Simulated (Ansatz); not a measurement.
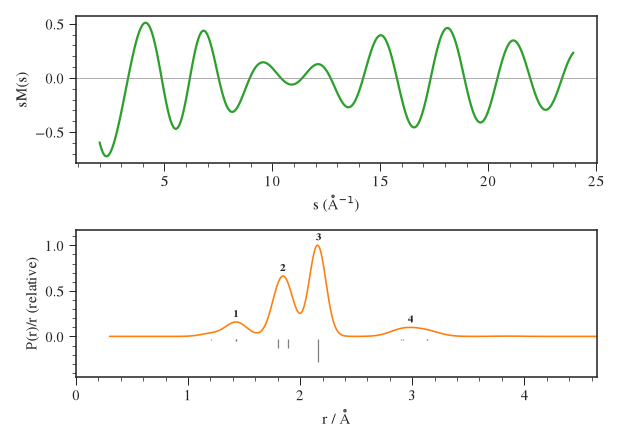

Simulated gas electron diffraction: reduced molecular intensity sM(s) from the Debye equation in the first Born approximation (top) and the radial distribution curve (bottom) of BH3P2. Each pair of atoms contributes with weight ZᵢZⱼ/r (bars below the curve); damping constant 0.0015 Å²; vibrational amplitudes assumed, not computed: 0.05 Å for bonds, 0.078 Å for bonds to H, 0.06 + 0.015 r up to 0.15 Å for other pairs. The geometry is the end point of an optimisation (RKS PBE-D4/def2-SVP in Ansatz); it may be a saddle point or a higher isomer.

**Assign the numbered peaks of the radial distribution curve (– bonded, ··· not bonded).**

Peak 1, 1.43 Å: P–H 1.43 Å (×2); in its flanks B–H 1.20 Å
Peak 2, 1.85 Å: P–B 1.81–1.89 Å (×2), not resolved
Peak 3, 2.16 Å: P–P 2.16 Å
Peak 4, 2.98 Å: P···H 2.90–3.13 Å (×4), B···H 2.98 Å (×2), not resolved
